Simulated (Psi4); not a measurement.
# PH (SMILES [PH]) at U-wB97X-D3(BJ)/aug-cc-pV(T+d)Z (DKH2, density fitting)

Aim: the energy change on altering one bond length of PH at U-wB97X-D3(BJ)/aug-cc-pV(T+d)Z (DKH2, density fitting), from 2 runs. 

Program for the calculation: Psi4 1.11.

9 further runs of the same task are left out: 3 that didn't finish, 6 set aside as unsound or not needed.

## Step 1: Starting point

PH: 2 atoms, total charge 0, spin state triplet. As SMILES, `[PH]`. The shape is that of a GFN2-xTB optimisation.

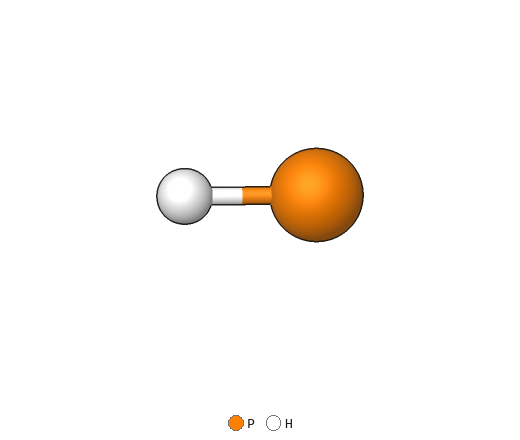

The structure, seen from a chosen angle (phosphorus orange, hydrogen white).

## Step 2: A single-point energy at U-wB97X-D3(BJ)/aug-cc-pV(T+d)Z (DKH2, density fitting)

calc.inp reads:

```
memory 1.6 GB

molecule mol {
  0 3
  P
  H 1 r2

  r2 = 1.39907
  units angstrom
  symmetry c1
}

set basis aug-cc-pV(T+d)Z
set reference uks
set relativistic dkh
set dkh_order 2

e, wfn = energy('wb97x-d3bj', return_wfn=True)
```

The run is started by

```bash
$ psi4 -i calc.inp -o calc.out -n 1
```

calc.out, shortened:

```text
[...]
  Running in c1 symmetry.
[...]
  Nuclear repulsion =    5.673524669995067
[...]
  Multiplicity = 3
[...]
  Nalpha       = 9
  Nbeta        = 7
[...]
    Number of basis functions: 78
[...]
   @DF-UKS iter   1:  -342.59049406187222   -5.13479e-01   2.52030e-03 ADIIS/DIIS
[...]
   @DF-UKS iter   7:  -342.60334510789511   -8.50681e-08   8.65803e-07 DIIS
[...]
   @S^2 Observed:                2.006315060E+00
[...]
    Orbital Energies [Eh]
    ---------------------
    Alpha Occupied:
       1A    -77.354490     2A     -6.723157     3A     -4.850638
       4A     -4.850638     5A     -4.842805     6A     -0.757515
       7A     -0.455443     8A     -0.355159     9A     -0.355159
    Alpha Virtual:
      10A      0.028705    11A      0.075578    12A      0.081682
      13A      0.081682    14A      0.120319    15A      0.135992
      16A      0.178881    17A      0.178881    18A      0.182522
      19A      0.182522    20A      0.281843    21A      0.303863
      22A      0.321180    23A      0.321180    24A      0.459513
      25A      0.459513    26A      0.467304    27A      0.487064
[...]
  @DF-UKS Final Energy:  -342.60334510789511
   => Energetics <=
    Nuclear Repulsion Energy =              5.6735246699950670
    One-Electron Energy =                -484.2690602073452624
    Two-Electron Energy =                 153.6152061369691069
    DFT Exchange-Correlation Energy =     -17.6219870197198460
    Empirical Dispersion Energy =          -0.0010286877941805
    VV10 Nonlocal Energy =                  0.0000000000000000
    Total Energy =                       -342.6033451078951089
[...]
 Multipole Moments:
 ------------------------------------------------------------------------------------
     Multipole            Electronic (a.u.)      Nuclear  (a.u.)        Total (a.u.)
 ------------------------------------------------------------------------------------
 L = 1.  Multiply by 2.5417464519 to convert [e a0] to [Debye]
 Dipole X            :          0.0000000            0.0000000            0.0000000
 Dipole Y            :         -0.0000000            0.0000000           -0.0000000
 Dipole Z            :         -1.1114397            1.3108184            0.1993787
 Magnitude           :                                                    0.1993787
[...]
```

Wall time 4.2 s (1 thread of INTEL XEON PLATINUM 8581C at 2.30GHz (Emerald Rapids), shared host); peak memory 0.42 GiB.

## Step 3: The distorted shape at the same level

job.json reads:

```json
{
  "schema_name": "qcschema_input",
  "schema_version": 1,
  "molecule": {
    "schema_name": "qcschema_molecule",
    "schema_version": 2,
    "symbols": ["P", "H"],
    "geometry": [0.25126554, -0.21429305, 0.19116281, 0.11748805, -0.17426487, 2.77754969],
    "molecular_charge": 0,
    "molecular_multiplicity": 3,
    "fix_symmetry": "c1"
  },
  "driver": "energy",
  "model": {
    "method": "wb97x-d3bj",
    "basis": "aug-cc-pV(T+d)Z"
  },
  "keywords": {
    "reference": "uks",
    "relativistic": "dkh",
    "dkh_order": 2
  }
}
```

The run is started by

```bash
$ psi4 --qcschema job.json -n 1 --memory 1600MB
```

stdout, shortened:

```text
[...]
  Running in c1 symmetry.
[...]
  Nuclear repulsion =    5.791162306169947
[...]
  Multiplicity = 3
[...]
  Nalpha       = 9
  Nbeta        = 7
[...]
    Number of basis functions: 78
[...]
   @DF-UKS iter   1:  -342.58955789743942   -5.03289e-01   2.53627e-03 DIIS/ADIIS
[...]
   @DF-UKS iter   7:  -342.60246335461227   -9.45791e-08   8.74615e-07 DIIS
[...]
   @S^2 Observed:                2.006338040E+00
[...]
    Orbital Energies [Eh]
    ---------------------
    Alpha Occupied:
       1A    -77.352150     2A     -6.721510     3A     -4.848990
       4A     -4.848990     5A     -4.841032     6A     -0.760952
       7A     -0.457325     8A     -0.355035     9A     -0.355035
    Alpha Virtual:
      10A      0.028771    11A      0.075567    12A      0.081686
      13A      0.081686    14A      0.124095    15A      0.136215
      16A      0.179134    17A      0.179134    18A      0.182557
      19A      0.182557    20A      0.281724    21A      0.306116
      22A      0.321674    23A      0.321674    24A      0.459297
      25A      0.459297    26A      0.467063    27A      0.486801
[...]
  @DF-UKS Final Energy:  -342.60246335461227
   => Energetics <=
    Nuclear Repulsion Energy =              5.7911623061699471
    One-Electron Energy =                -484.5061931996199291
    Two-Electron Energy =                 153.7417922557422116
    DFT Exchange-Correlation Energy =     -17.6281948698663697
    Empirical Dispersion Energy =          -0.0010298470381316
    VV10 Nonlocal Energy =                  0.0000000000000000
    Total Energy =                       -342.6024633546122686
[...]
 Multipole Moments:
 ------------------------------------------------------------------------------------
     Multipole            Electronic (a.u.)      Nuclear  (a.u.)        Total (a.u.)
 ------------------------------------------------------------------------------------
 L = 1.  Multiply by 2.5417464519 to convert [e a0] to [Debye]
 Dipole X            :          0.0000000            0.0000000            0.0000000
 Dipole Y            :          0.0000000            0.0000000            0.0000000
 Dipole Z            :         -1.0709541            1.2841913            0.2132372
 Magnitude           :                                                    0.2132372
[...]
```

The result, in JSON:

```text
{
 "driver": "energy",
 "model": {
  "method": "wb97x-d3bj",
  "basis": "aug-cc-pV(T+d)Z"
 },
 "success": true,
 "return_result": -342.60246335461227,
 "properties": {
  "calcinfo_nbasis": 78,
  "calcinfo_nmo": 78,
  "calcinfo_nalpha": 9,
  "calcinfo_nbeta": 7,
  "calcinfo_natom": 2,
  "nuclear_repulsion_energy": 5.791162306169947,
  "return_energy": -342.60246335461227,
  "scf_one_electron_energy": -484.50619319961993,
  "scf_two_electron_energy": 153.7417922557422,
  "scf_xc_energy": -17.62819486986637,
  "scf_dispersion_correction_energy": -0.0010298470381316222,
  "scf_dipole_moment": [2.915995162200747e-08, 3.052273600339644e-09, 0.21323721227066494],
  "scf_total_energy": -342.60246335461227,
  "scf_iterations": 7
 }
}
```

Run time: 3.9 s. Hardware: 1 thread of INTEL XEON PLATINUM 8581C at 2.30GHz (Emerald Rapids), shared host; peak memory 0.42 GiB.

## Step 4: Outcome

Level: U-wB97X-D3(BJ)/aug-cc-pV(T+d)Z (DKH2, density fitting).

| quantity | value |
| --- | --- |
| first shape: total energy | -342.60335 Eh |
| first shape: dipole moment | 0.51 D |
| first shape: HOMO energy (highest over α and β) | -9.66 eV |
| first shape: LUMO energy (lowest over α and β) | -1.09 eV |
| first shape: dispersion energy | -2.70 kJ/mol |
| first shape: ⟨S²⟩ | 2.006 |
| distorted shape: total energy | -342.60246 Eh |
| distorted shape: dipole moment | 0.54 D |
| distorted shape: HOMO energy (highest over α and β) | -9.66 eV |
| distorted shape: LUMO energy (lowest over α and β) | -1.09 eV |
| distorted shape: dispersion energy | -2.70 kJ/mol |
| distorted shape: ⟨S²⟩ | 2.006 |
| energy change with the P1–H2 bond shortened from 1.399 to 1.371 Å | 0.024 eV |

What this shows: With the P1–H2 bond shortened from 1.399 to 1.371 Å the energy rises by 0.02 eV (2.3 kJ/mol). The first shape isn't relaxed at this level, so the change isn't measured from a minimum.
